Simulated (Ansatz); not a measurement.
# Leakage through hBN between Cu(111) and Cu(111): one more thickness

The current through thinner hBN barriers is known. What leaks through 5 layers at 0.25 V?

**Method.** Ansatz 0.2.0, plane waves with PAW datasets, PBE; a slab with two metal leads whose outer parts are reservoirs, with density and current solved under bias (Landauer, 300 K). The hBN is strained to the lead's lattice, the interfaces are relaxed in a short slab (PBE+D3(BJ)), and bulk layers are laid on.

The runs, with one result withheld:

| layers of hBN | cell length (Å) | drop between the leads' cuts at 0.25 V (V) | current density at 0.25 V (A/m²) |
| --- | --- | --- | --- |
| 1 | 71.69 | 0.213 | 3.82×10¹³ |
| 2 | 75.03 | 0.247 | 1.51×10¹² |
| 3 | 78.54 | 0.249 | 4.66×10¹⁰ |
| 4 | 81.71 | 0.249 | 2.74×10⁹ |
| 5 | 85.03 | 0.249 | ? |

Worked fit:

Deep in a barrier the current should fall by a fixed factor for each layer; the steps shown give 25, 32 and 17 per layer, so that is only roughly so here. A straight line through ln J for 2, 3 and 4 layers has the slope −3.157 per layer, a factor of 23; with about 3.34 Å per layer that is β = 0.94 Å⁻¹. Then J = exp(34.251 − 3.157 × 5). Predicted: 1.05×10⁸ A/m².

What the run gave:

1.39×10⁸ A/m², so the prediction is 25 % too low. From 4 to 5 layers the current falls by 20 per layer, against the fitted 23. The relaxed cell grows by 3.51, 3.17 and 3.31 Å per layer over these steps, which feeds into the factors. The steps are uneven, so one factor describes this series only roughly.

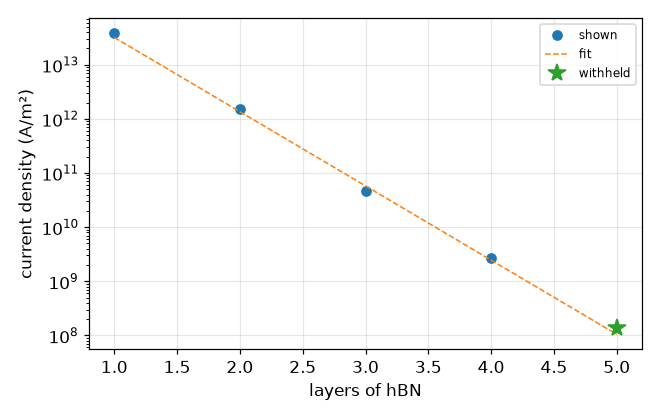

Current density against thickness.

**Limits.** On every other k-point the currents of these runs, at any bias, move by up to 9.8 %. A semilocal functional makes the barrier's gap too small; each thickness has its own relaxed interfaces.
